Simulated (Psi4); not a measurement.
Interaction energy of C3H10Si ··· HCl (SMILES C[SiH](C)C and Cl). Monomers: optimised at B3LYP-D3(BJ) (def2-SVP and def2-TZVP), held rigid. Orientation: lowest of the rigid-body minima from ten starts at GFN2-xTB. The monomers approach along the line of their centres of mass (distance R); nothing else relaxes.

Calculation: SAPT0/jun-cc-pVDZ, frozen core run with Psi4.

Components in kJ/mol:

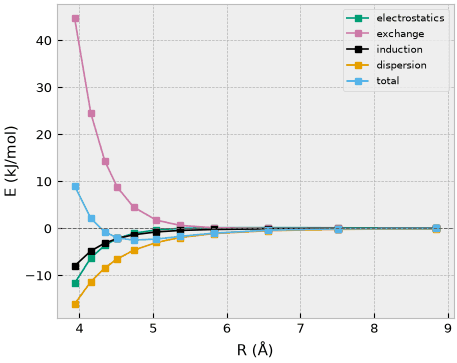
Components of the interaction energy.

```
R / Å  electrostatics  exchange  induction  dispersion  total
-----  --------------  --------  ---------  ----------  -----
3.93           -11.65     44.68      -7.96      -16.07   9.01
4.15            -6.25     24.49      -4.78      -11.31   2.15
4.34            -3.58     14.31      -3.11       -8.39  -0.77
4.51            -2.13      8.74      -2.14       -6.46  -1.99
4.73            -1.04      4.54      -1.35       -4.65  -2.49
5.04            -0.30      1.76      -0.74       -2.98  -2.25
5.36             0.01      0.65      -0.42       -1.93  -1.69
5.82             0.15      0.15      -0.21       -1.08  -0.99
6.55             0.17      0.01      -0.09       -0.48  -0.38
7.51             0.14      0.00      -0.03       -0.19  -0.08
8.83             0.09      0.00      -0.01       -0.06   0.02
```
